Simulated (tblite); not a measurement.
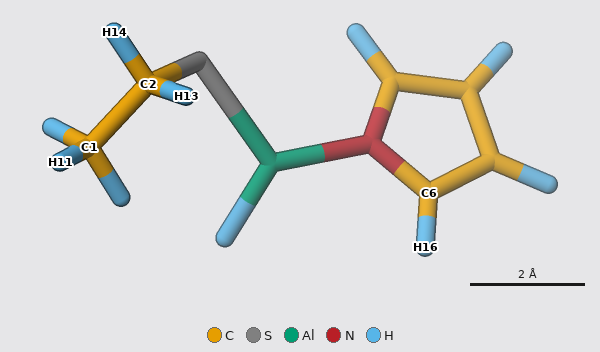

**Figure 1.** The input geometry (stick view, seen at a tilt; atoms are numbered from 1 in the order of the input). Sticks mark near contacts. Bond lengths as drawn: Al–H 1.59 Å, Al–N 1.91 Å, Al–S 2.28 Å, C–C 1.38 to 1.55 Å, C–H 1.07 to 1.13 Å, C–N 1.34 to 1.35 Å and C–S 1.82 Å.

# Geometry relaxation, with input and output: C6H10AlNS (part 1 of 3)

System: C6H10AlNS, SMILES CC[S][AlH][n]1cccc1.
Method: GFN2-xTB geometry optimisation, gas phase (tblite 0.8.0).

It belongs to a series of runs on one base structure; here: H on Al replaced by N-pyrrolyl.

## Input
```
{"job": {"kind": "relax", "xc": "GFN2-xTB", "basis": "xTB"}, "charge": 0, "multiplicity": 1}
C      3.841800    -0.154200     0.060600
C      2.973100     1.042000    -0.408100
S      1.524900     1.206500     0.684300
Al     0.174200    -0.605400     0.363400
N     -1.713200    -0.306300     0.348900
C     -2.570000    -1.079500    -0.355200
C     -3.848500    -0.572700    -0.159300
C     -3.694500     0.523400     0.684200
C     -2.358300     0.680400     0.988100
H      4.112900     0.008900     1.125000
H      4.701800    -0.281600    -0.614300
H      3.187900    -1.079800     0.058500
H      2.699300     0.997200    -1.442300
H      3.602600     1.950400    -0.220000
H      0.823500    -2.003700     0.762500
H     -2.286800    -1.944800    -0.945100
H     -4.777900    -0.956100    -0.565000
H     -4.501800     1.142100     1.040400
H     -1.900700     1.442400     1.616200
```

The first line tells a small driver script what to run in tblite; the rest is the geometry in Å.

Hardware: 1 CPU thread, shared host.

Run as:
```bash
OMP_NUM_THREADS=1 python <driver script> task.json out
```

## Log
```
step      E/eV     max force
  0    -685.86435    3.764
  1    -686.14068    0.928
  2    -686.20028    0.757
  3    -686.26054    0.538
  4    -686.27897    0.405
  5    -686.30612    0.351
  6    -686.32112    0.334
  7    -686.33266    0.275
  8    -686.34158    0.203
  9    -686.34581    0.191
 10    -686.34821    0.144
 11    -686.35029    0.148
 12    -686.35254    0.117
 13    -686.35434    0.100
 14    -686.35562    0.085
 15    -686.35668    0.072
 16    -686.35764    0.064
 17    -686.35837    0.053
 18    -686.35897    0.055
 19    -686.35962    0.077
 20    -686.36048    0.079
 21    -686.36157    0.085
 22    -686.36291    0.094
 23    -686.36459    0.115
 24    -686.36661    0.146
 25    -686.36860    0.108
 26    -686.37015    0.093
 27    -686.37143    0.092
 28    -686.37260    0.108
 29    -686.37366    0.102
 30    -686.37444    0.065
 31    -686.37496    0.051
 32    -686.37540    0.058
 33    -686.37585    0.055
 34    -686.37622    0.048
 35    -686.37650    0.035
 36    -686.37673    0.047
 37    -686.37701    0.048
 38    -686.37732    0.042
 39    -686.37758    0.042
 40    -686.37778    0.035
 41    -686.37797    0.035
 42    -686.37826    0.061
 43    -686.37867    0.088
 44    -686.37915    0.085
 45    -686.37955    0.055
 46    -686.37988    0.057
 47    -686.38024    0.059
 48    -686.38077    0.087
 49    -686.38154    0.108
 50    -686.38250    0.089
 51    -686.38351    0.067
 52    -686.38449    0.069
 53    -686.38549    0.092
 54    -686.38677    0.105
 55    -686.38838    0.095
 56    -686.39016    0.089
 57    -686.39192    0.086
 58    -686.39330    0.105
 59    -686.39418    0.136
 60    -686.39494    0.073
 61    -686.39584    0.065
 62    -686.39692    0.081
 63    -686.39752    0.084
 64    -686.39915    0.087
 65    -686.40096    0.100
 66    -686.40225    0.126
 67    -686.40441    0.111
 68    -686.40608    0.114
 69    -686.40933    0.110
 70    -686.41043    0.117
 71    -686.41191    0.083
 72    -686.41369    0.060
 73    -686.41402    0.060
 74    -686.41463    0.047
 75    -686.41520    0.070
 76    -686.41567    0.065
 77    -686.41615    0.063
 78    -686.41708    0.057
 79    -686.41781    0.079
 80    -686.41876    0.078
 81    -686.41953    0.064
 82    -686.42054    0.066
 83    -686.42177    0.066
 84    -686.42314    0.071
 85    -686.42414    0.056
 86    -686.42469    0.040
 87    -686.42496    0.037
 88    -686.42512    0.033
 89    -686.42528    0.027
 90    -686.42539    0.023
 91    -686.42552    0.023
 92    -686.42566    0.023
 93    -686.42580    0.022
 94    -686.42593    0.034
 95    -686.42607    0.034
 96    -686.42626    0.034
 97    -686.42651    0.031
 98    -686.42681    0.030
 99    -686.42709    0.036
100    -686.42735    0.036
101    -686.42764    0.039
102    -686.42802    0.054
103    -686.42841    0.058
104    -686.42881    0.051
105    -686.42915    0.051
106    -686.42963    0.051
107    -686.43021    0.063
108    -686.43102    0.065
109    -686.43139    0.089
110    -686.43276    0.088
111    -686.43381    0.072
112    -686.43500    0.087
113    -686.43482    0.074
114    -686.43596    0.030
115    -686.43626    0.036
116    -686.43650    0.029
117    -686.43679    0.030
118    -686.43690    0.026
119    -686.43708    0.033
120    -686.43724    0.031
121    -686.43745    0.035
122    -686.43780    0.040
123    -686.43848    0.049
124    -686.43931    0.058
125    -686.44011    0.109
126    -686.44087    0.104
127    -686.44194    0.104
128    -686.44354    0.100
129    -686.44597    0.101
130    -686.44760    0.087
131    -686.44898    0.129
132    -686.44999    0.101
133    -686.45138    0.066
134    -686.45251    0.099
135    -686.45347    0.068
136    -686.45451    0.063
137    -686.45527    0.053
138    -686.45540    0.081
139    -686.45603    0.049
140    -686.45640    0.036
141    -686.45703    0.033
142    -686.45744    0.039
143    -686.45781    0.039
144    -686.45808    0.038
145    -686.45831    0.037
146    -686.45848    0.034
147    -686.45865    0.028
148    -686.45887    0.034
149    -686.45910    0.037
150    -686.45938    0.035
151    -686.45964    0.033
152    -686.45988    0.031
153    -686.45994    0.037
154    -686.46007    0.052
155    -686.46026    0.025
156    -686.46036    0.024
157    -686.46057    0.029
158    -686.46066    0.025
159    -686.46079    0.033
160    -686.46106    0.047
161    -686.46122    0.066
162    -686.46144    0.043
163    -686.46168    0.040
164    -686.46181    0.033
165    -686.46194    0.043
166    -686.46215    0.038
167    -686.46233    0.033
168    -686.46246    0.040
169    -686.46259    0.035
170    -686.46271    0.025
171    -686.46281    0.030
172    -686.46297    0.036
173    -686.46312    0.039
174    -686.46332    0.038
175    -686.46358    0.055
176    -686.46392    0.061
177    -686.46420    0.037
178    -686.46434    0.016
179    -686.46437    0.014
180    -686.46440    0.016
181    -686.46442    0.012
182    -686.46444    0.008
```

## Trajectory as extended XYZ (Å, eV, eV/Å), 25 of the 183 frames kept, from step=0 to step=182
```
19
Properties=species:S:1:pos:R:3:forces:R:3 step=0 energy=-685.86435
C     3.8418   -0.1542    0.0606   -1.1950  -0.4090   0.0660
C     2.9731    1.0420   -0.4081    1.7550   0.0760   1.1110
S     1.5249    1.2065    0.6843   -0.9440  -0.4850  -0.2100
Al    0.1742   -0.6054    0.3634    0.0470   0.5760   0.8700
N    -1.7132   -0.3063    0.3489    3.6240  -0.9520  -0.3630
C    -2.5700   -1.0795   -0.3552   -1.8450  -0.1290  -0.3000
C    -3.8485   -0.5727   -0.1593    0.4870  -0.7980  -0.4280
C    -3.6945    0.5234    0.6842   -0.3550   0.9270   0.6130
C    -2.3583    0.6804    0.9881   -1.6250   0.7000   0.2460
H     4.1129    0.0089    1.1250    0.1730  -0.0790  -0.8650
H     4.7018   -0.2816   -0.6143   -0.3050   0.0100   0.5490
H     3.1879   -1.0798    0.0585    0.7660   0.7290  -0.2010
H     2.6993    0.9972   -1.4423   -0.1890  -0.1000  -0.4280
H     3.6026    1.9504   -0.2200   -0.7150  -0.4350  -0.2890
H     0.8235   -2.0037    0.7625   -0.4090   0.4100  -0.4040
H    -2.2868   -1.9448   -0.9451    0.2150   0.2930   0.2390
H    -4.7779   -0.9561   -0.5650    0.3590   0.1470   0.1180
H    -4.5018    1.1421    1.0404    0.0830  -0.0120   0.0070
H    -1.9007    1.4424    1.6162    0.0760  -0.4680  -0.3320
19
Properties=species:S:1:pos:R:3:forces:R:3 step=8 energy=-686.34158
C     3.8112   -0.1686    0.0668    0.0170   0.0220   0.0010
C     2.9876    1.0298   -0.3740    0.0980  -0.0960  -0.0580
S     1.4459    1.2385    0.6281   -0.0860   0.0960   0.0630
Al    0.1608   -0.5377    0.5265    0.1310   0.1190  -0.0990
N    -1.6478   -0.3266    0.3256   -0.0450  -0.0190   0.0420
C    -2.5750   -1.0890   -0.3536    0.1140  -0.0550  -0.0140
C    -3.8228   -0.5878   -0.1516   -0.0980   0.0100  -0.0260
C    -3.6934    0.5365    0.6955    0.1110  -0.0360  -0.0200
C    -2.3661    0.6705    0.9665    0.0310  -0.0270   0.0170
H     4.1604   -0.0190    1.0882   -0.1140  -0.1060  -0.0240
H     4.6907   -0.2908   -0.5694   -0.1290   0.0820  -0.0150
H     3.2121   -1.0826    0.0117    0.0730   0.0940   0.0550
H     2.7031    0.9643   -1.4240   -0.0130  -0.0420   0.0430
H     3.5340    1.9615   -0.2179   -0.0340  -0.0580   0.0100
H     0.7307   -1.9457    0.6746   -0.0800  -0.0560  -0.0110
H    -2.2569   -1.9352   -0.9365    0.0100   0.0110   0.0130
H    -4.7377   -0.9603   -0.5661   -0.0530  -0.0480  -0.0200
H    -4.4890    1.1579    1.0542   -0.0260   0.0220   0.0130
H    -1.8577    1.3935    1.5783    0.0930   0.0870   0.0320
19
Properties=species:S:1:pos:R:3:forces:R:3 step=15 energy=-686.35668
C     3.8008   -0.1680    0.0730   -0.0210  -0.0270   0.0190
C     2.9755    1.0258   -0.3662    0.0620  -0.0280  -0.0250
S     1.4359    1.2780    0.6292   -0.0470  -0.0100   0.0450
Al    0.1765   -0.5116    0.5118   -0.0460   0.0190  -0.0300
N    -1.6381   -0.3346    0.3324   -0.0290   0.0270  -0.0180
C    -2.5651   -1.0934   -0.3487    0.0480  -0.0300  -0.0170
C    -3.8151   -0.5899   -0.1522    0.0030  -0.0150   0.0140
C    -3.6794    0.5349    0.6948    0.0270  -0.0130   0.0040
C    -2.3519    0.6653    0.9704    0.0050   0.0260  -0.0160
H     4.1417   -0.0469    1.0988   -0.0160   0.0220  -0.0060
H     4.6709   -0.2648   -0.5778   -0.0400   0.0140   0.0550
H     3.2154   -1.0868    0.0137   -0.0320  -0.0010  -0.0330
H     2.6946    0.9410   -1.4151   -0.0380   0.0180   0.0170
H     3.5269    1.9538   -0.2189    0.0170  -0.0010  -0.0290
H     0.6878   -1.9413    0.6531    0.0290  -0.0190  -0.0260
H    -2.2445   -1.9366   -0.9324    0.0110  -0.0320  -0.0010
H    -4.7317   -0.9684   -0.5645    0.0310   0.0110   0.0170
H    -4.4770    1.1565    1.0533    0.0150   0.0110   0.0030
H    -1.8331    1.3962    1.5681    0.0210   0.0280   0.0250
19
Properties=species:S:1:pos:R:3:forces:R:3 step=23 energy=-686.36459
C     3.7670   -0.1726    0.0847    0.0100  -0.0410  -0.0010
C     2.9521    1.0249   -0.3579    0.0960  -0.0120  -0.0620
S     1.4296    1.2948    0.6544   -0.0080   0.0370   0.0640
Al    0.1889   -0.5004    0.4864   -0.0180   0.0140   0.0120
N    -1.6189   -0.3203    0.3144   -0.0220  -0.0210   0.0260
C    -2.5448   -1.0984   -0.3464    0.0270   0.0110   0.0050
C    -3.7962   -0.6011   -0.1387    0.0040   0.0380  -0.0130
C    -3.6573    0.5337    0.6971   -0.0030   0.0100  -0.0240
C    -2.3278    0.6812    0.9554   -0.0180  -0.0430  -0.0090
H     4.0899   -0.0584    1.1172   -0.0600  -0.0120   0.0050
H     4.6535   -0.2606   -0.5428   -0.0170   0.0010  -0.0050
H     3.1816   -1.0885   -0.0057   -0.0170  -0.0260   0.0270
H     2.6480    0.9356   -1.3987   -0.0080  -0.0170  -0.0390
H     3.5318    1.9389   -0.2412   -0.0430   0.0760   0.0360
H     0.6884   -1.9344    0.5931    0.0650  -0.0430  -0.0340
H    -2.2199   -1.9530   -0.9159   -0.0250   0.0630   0.0250
H    -4.7155   -0.9792   -0.5484    0.0630   0.0040   0.0630
H    -4.4535    1.1586    1.0543    0.0050  -0.0160   0.0060
H    -1.8068    1.4085    1.5613   -0.0300  -0.0240  -0.0840
19
Properties=species:S:1:pos:R:3:forces:R:3 step=30 energy=-686.37444
C     3.7194   -0.1837    0.0950    0.0040   0.0000   0.0130
C     2.9290    1.0263   -0.3579   -0.0410   0.0040   0.0300
S     1.4378    1.3141    0.7036   -0.0210   0.0020  -0.0060
Al    0.2163   -0.4891    0.4701   -0.0110  -0.0410   0.0010
N    -1.5921   -0.3101    0.3051    0.0170  -0.0130  -0.0040
C    -2.5171   -1.0996   -0.3401   -0.0420   0.0080   0.0370
C    -3.7693   -0.6048   -0.1274    0.0080  -0.0210   0.0260
C    -3.6318    0.5410    0.6921   -0.0080  -0.0170   0.0090
C    -2.3011    0.6951    0.9371    0.0110   0.0030   0.0060
H     3.9905   -0.0801    1.1427    0.0250  -0.0090   0.0220
H     4.6302   -0.2738   -0.4941    0.0070  -0.0080  -0.0190
H     3.1294   -1.0952   -0.0210   -0.0070   0.0160  -0.0140
H     2.5943    0.9275   -1.3892    0.0250   0.0050  -0.0190
H     3.5109    1.9425   -0.2581    0.0060  -0.0290   0.0060
H     0.7340   -1.9297    0.4876    0.0180   0.0580  -0.0240
H    -2.1947   -1.9616   -0.8975   -0.0120   0.0400   0.0020
H    -4.6900   -1.0050   -0.5063    0.0030   0.0030  -0.0070
H    -4.4285    1.1598    1.0607    0.0250  -0.0190  -0.0350
H    -1.7770    1.4355    1.5205   -0.0060   0.0180  -0.0250
19
Properties=species:S:1:pos:R:3:forces:R:3 step=38 energy=-686.37732
C     3.7063   -0.1879    0.1019   -0.0040  -0.0080  -0.0020
C     2.9193    1.0244   -0.3503   -0.0150   0.0190   0.0290
S     1.4285    1.3209    0.7098    0.0160   0.0210  -0.0220
Al    0.2209   -0.4864    0.4597    0.0100  -0.0410  -0.0030
N    -1.5869   -0.3110    0.3069    0.0120  -0.0030  -0.0110
C    -2.5139   -1.1065   -0.3265   -0.0300   0.0090  -0.0040
C    -3.7658   -0.6139   -0.1111    0.0120  -0.0020  -0.0130
C    -3.6250    0.5386    0.6972   -0.0290   0.0060  -0.0140
C    -2.2937    0.6991    0.9334   -0.0070   0.0120  -0.0020
H     3.9750   -0.0937    1.1516    0.0140   0.0000  -0.0030
H     4.6174   -0.2751   -0.4874    0.0110  -0.0140  -0.0040
H     3.1126   -1.0948   -0.0255    0.0050  -0.0160   0.0030
H     2.5909    0.9261   -1.3843    0.0050   0.0100   0.0060
H     3.5075    1.9357   -0.2502    0.0070   0.0080   0.0100
H     0.7665   -1.9157    0.4429   -0.0120   0.0340  -0.0190
H    -2.1923   -1.9584   -0.8978    0.0010  -0.0190   0.0220
H    -4.6854   -1.0123   -0.4941   -0.0070  -0.0090   0.0190
H    -4.4218    1.1635    1.0522    0.0070  -0.0010   0.0070
H    -1.7700    1.4565    1.4945    0.0040  -0.0060   0.0020
19
Properties=species:S:1:pos:R:3:forces:R:3 step=46 energy=-686.37988
C     3.6975   -0.1961    0.1095    0.0010   0.0070  -0.0030
C     2.9205    1.0284   -0.3317   -0.0070   0.0060  -0.0030
S     1.4132    1.3371    0.7017    0.0560  -0.0100   0.0060
Al    0.2234   -0.4788    0.4307    0.0010   0.0020  -0.0010
N    -1.5874   -0.3104    0.3011    0.0050  -0.0060  -0.0170
C    -2.5182   -1.1145   -0.3164   -0.0180  -0.0160   0.0140
C    -3.7695   -0.6205   -0.1010    0.0130  -0.0130   0.0280
C    -3.6237    0.5432    0.6903   -0.0180   0.0010   0.0140
C    -2.2912    0.7078    0.9180   -0.0010   0.0060  -0.0110
H     3.9777   -0.1117    1.1570   -0.0010   0.0050  -0.0010
H     4.6029   -0.2862   -0.4890    0.0140   0.0020   0.0060
H     3.1026   -1.1021   -0.0207   -0.0220   0.0240   0.0050
H     2.5993    0.9440   -1.3688    0.0230   0.0000  -0.0220
H     3.5182    1.9329   -0.2208   -0.0060  -0.0050   0.0240
H     0.7976   -1.8939    0.3733   -0.0390   0.0000  -0.0180
H    -2.1969   -1.9794   -0.8677   -0.0080  -0.0180  -0.0030
H    -4.6936   -1.0318   -0.4605    0.0170   0.0110  -0.0030
H    -4.4168    1.1697    1.0497   -0.0110   0.0100  -0.0090
H    -1.7654    1.4716    1.4682    0.0010  -0.0050  -0.0050
19
Properties=species:S:1:pos:R:3:forces:R:3 step=53 energy=-686.38549
C     3.6790   -0.2100    0.1268    0.0140   0.0240  -0.0060
C     2.9387    1.0428   -0.2978    0.0080   0.0290   0.0280
S     1.4167    1.3554    0.7108   -0.0060  -0.0500  -0.0270
Al    0.2274   -0.4467    0.3514   -0.0380   0.0580  -0.0100
N    -1.5885   -0.3112    0.2764   -0.0140  -0.0220   0.0410
C    -2.5303   -1.1513   -0.2734    0.0020   0.0070   0.0050
C    -3.7770   -0.6508   -0.0487   -0.0120  -0.0020  -0.0050
C    -3.6199    0.5506    0.6817    0.0060  -0.0120   0.0090
C    -2.2824    0.7313    0.8646    0.0020  -0.0210   0.0270
H     3.9732   -0.1467    1.1719   -0.0200   0.0130   0.0090
H     4.5758   -0.3180   -0.4808    0.0230  -0.0290   0.0000
H     3.0514   -1.0929   -0.0063    0.0210   0.0130  -0.0120
H     2.6567    0.9984   -1.3506   -0.0160   0.0130   0.0540
H     3.5456    1.9311   -0.1298    0.0510   0.0140  -0.0350
H     0.8114   -1.8390    0.1618   -0.0250  -0.0860  -0.0220
H    -2.2271   -2.0491   -0.7821    0.0210   0.0320  -0.0060
H    -4.7050   -1.0802   -0.3721   -0.0240  -0.0100   0.0110
H    -4.4090    1.1885    1.0310    0.0090   0.0030  -0.0110
H    -1.7466    1.5070    1.3880   -0.0010   0.0280  -0.0490
19
Properties=species:S:1:pos:R:3:forces:R:3 step=61 energy=-686.39584
C     3.6745   -0.2174    0.1517    0.0070  -0.0100  -0.0080
C     2.9901    1.0771   -0.2394    0.0050  -0.0130  -0.0240
S     1.4235    1.3555    0.7064   -0.0470  -0.0400  -0.0050
Al    0.2177   -0.4161    0.2262    0.0200  -0.0300  -0.0080
N    -1.6021   -0.3293    0.2667    0.0100   0.0430   0.0190
C    -2.5563   -1.2052   -0.1995    0.0490   0.0210   0.0120
C    -3.7973   -0.6934    0.0315   -0.0060  -0.0170  -0.0060
C    -3.6227    0.5551    0.6746    0.0060  -0.0150  -0.0170
C    -2.2807    0.7487    0.8039   -0.0120   0.0270  -0.0130
H     3.9759   -0.1872    1.1960   -0.0040  -0.0090   0.0050
H     4.5567   -0.3749   -0.4664    0.0400   0.0490   0.0140
H     2.9982   -1.0610    0.0067    0.0000  -0.0320   0.0060
H     2.7438    1.0944   -1.3002    0.0120  -0.0160  -0.0180
H     3.6175    1.9380   -0.0108   -0.0260   0.0110   0.0220
H     0.7747   -1.7876   -0.1571   -0.0200   0.0110  -0.0170
H    -2.2592   -2.1291   -0.6630   -0.0040   0.0200   0.0080
H    -4.7318   -1.1485   -0.2337   -0.0260   0.0020   0.0190
H    -4.4016    1.2200    0.9952    0.0030  -0.0140   0.0040
H    -1.7307    1.5701    1.2341   -0.0080   0.0100   0.0080
19
Properties=species:S:1:pos:R:3:forces:R:3 step=68 energy=-686.40608
C     3.6541   -0.2339    0.1868    0.0180  -0.0150   0.0010
C     3.0075    1.0883   -0.1774    0.0250  -0.0320   0.0040
S     1.3928    1.3300    0.6844   -0.0190   0.0450   0.0520
Al    0.2136   -0.4114    0.0730    0.0120   0.0010  -0.0510
N    -1.5920   -0.3183    0.2550   -0.0350   0.0150  -0.0620
C    -2.5452   -1.2442   -0.1053   -0.0290  -0.0210  -0.0170
C    -3.7869   -0.7363    0.1302   -0.0330  -0.0080   0.0200
C    -3.6110    0.5630    0.6575    0.0010   0.0360   0.0460
C    -2.2708    0.7920    0.7173    0.0050  -0.0200   0.0330
H     3.9343   -0.2597    1.2374   -0.0200   0.0760   0.0150
H     4.5502   -0.3774   -0.4147    0.0020  -0.0430   0.0030
H     2.9559   -1.0540    0.0066    0.0590  -0.0490  -0.0840
H     2.8212    1.1644   -1.2485    0.0350  -0.0430  -0.0010
H     3.6342    1.9249    0.1295   -0.0470   0.0330   0.0220
H     0.7285   -1.6974   -0.5690    0.0130  -0.0060  -0.0060
H    -2.2539   -2.1941   -0.5175    0.0330   0.0070   0.0420
H    -4.7295   -1.2185   -0.0407    0.0060  -0.0490  -0.0340
H    -4.3868    1.2370    0.9606   -0.0550   0.0340  -0.0080
H    -1.7261    1.6549    1.0578    0.0290   0.0400   0.0270
19
Properties=species:S:1:pos:R:3:forces:R:3 step=76 energy=-686.41567
C     3.6625   -0.2427    0.2056    0.0200  -0.0200  -0.0090
C     3.0137    1.0798   -0.1513    0.0110  -0.0130   0.0040
S     1.3737    1.2938    0.6697   -0.0020   0.0130  -0.0030
Al    0.1968   -0.4096   -0.0376    0.0220   0.0080   0.0100
N    -1.5946   -0.2925    0.2400   -0.0290  -0.0270  -0.0310
C    -2.5391   -1.2483   -0.0601   -0.0270  -0.0250   0.0130
C    -3.7837   -0.7542    0.1903   -0.0160   0.0020  -0.0030
C    -3.6177    0.5687    0.6647    0.0180   0.0120  -0.0180
C    -2.2795    0.8210    0.6822   -0.0030  -0.0230  -0.0060
H     3.8977   -0.2776    1.2670   -0.0190  -0.0150  -0.0050
H     4.5810   -0.3711   -0.3639    0.0520   0.0330   0.0200
H     2.9919   -1.0714   -0.0322   -0.0150  -0.0190   0.0000
H     2.8686    1.1754   -1.2270    0.0040  -0.0060   0.0080
H     3.6095    1.9191    0.2049    0.0230   0.0090  -0.0320
H     0.6890   -1.6545   -0.7769    0.0040   0.0350   0.0040
H    -2.2286   -2.2116   -0.4268   -0.0220   0.0180   0.0070
H    -4.7182   -1.2638    0.0541    0.0050  -0.0140  -0.0020
H    -4.3990    1.2487    0.9442   -0.0180  -0.0190   0.0180
H    -1.7340    1.7000    0.9761   -0.0090   0.0520   0.0250
```
